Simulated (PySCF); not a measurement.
# C3H5OS (doublet): what the fields show

```csv
atom,x (Å),y (Å),z (Å)
C,-1.2294,0.0488,-0.3480
C,0.0537,0.6178,0.0930
S,0.3273,2.1723,0.4220
C,1.1777,-0.4407,0.2871
O,0.7422,-1.6598,0.3189
H,-1.0555,-0.6438,-1.1726
H,-1.6217,-0.5647,0.4675
H,-1.9466,0.8185,-0.6185
H,1.7761,-0.2201,-0.6324
H,1.7849,-0.1237,1.1605
```

Geometry: GFN2-xTB.

These are results of UKS B3LYP, pcH-1 on C H O S, non-relativistic, mean-field spin-orbit, GIAO in PySCF 2.14.0, density-fitted response routines, not measurements.

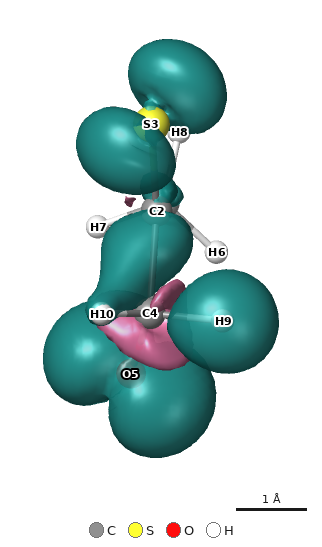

Figure 1. Isosurfaces of the spin density at +0.015 (teal) and −0.015 e/Å³ (pink), seen at an oblique angle.

Where is the unpaired spin?

The unpaired spin (1 electron) lies mostly on O5 (about 0.7), S3 (about 0.1) and H9 (about 0.1), in electrons by Hirshfeld's partition.

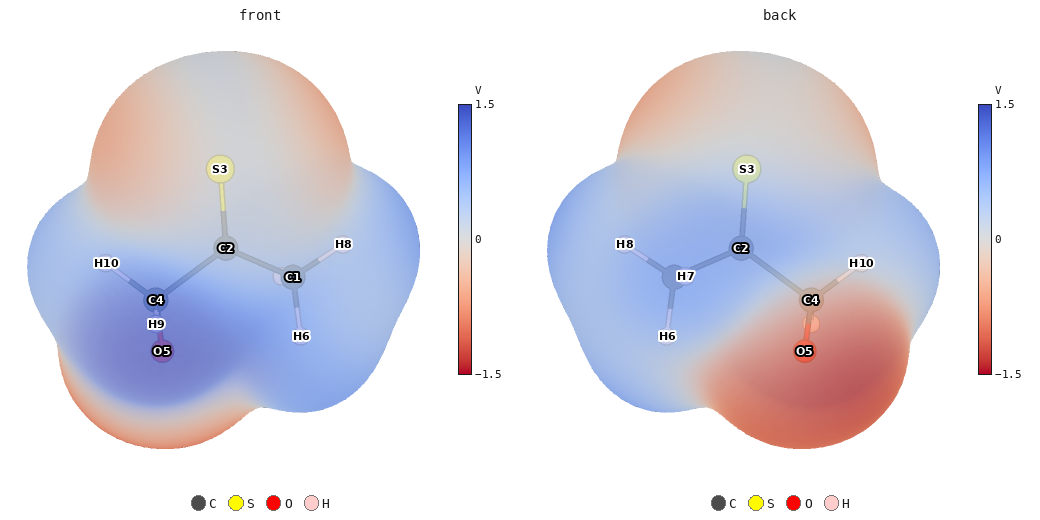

Figure 2. The electrostatic potential painted on the density surface at 0.001 e/bohr³, seen from the front and from behind; red is negative and blue positive.

Describe the electrostatic potential map.

The most negative region (about −1.2 V, or −28 kcal/mol for a unit charge) lies over O5, the most positive (about +1.2 V, or +28 kcal/mol for a unit charge) over H9. O5 is the likeliest acceptor of a hydrogen bond.

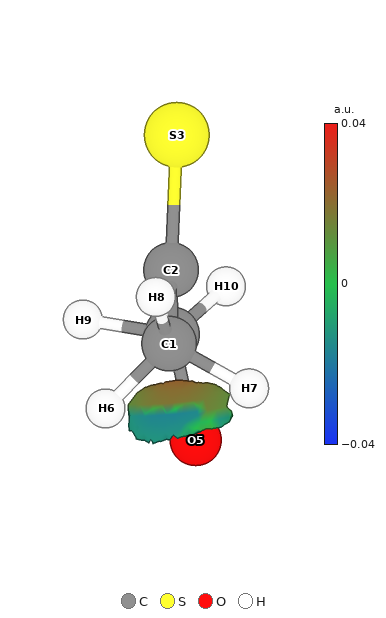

Figure 3. Non-covalent interaction (NCI) plot: the surface where the reduced density gradient is 0.5, for densities under 0.05 a.u., coloured by sign(λ₂)ρ; seen at an oblique angle.

What holds or crowds the atoms apart from the covalent bonds?

Between C1 and C2 on one side and O5 and C4 on the other: a weak contact, attractive (blue-green) on one side and crowded (olive to red) on the other.
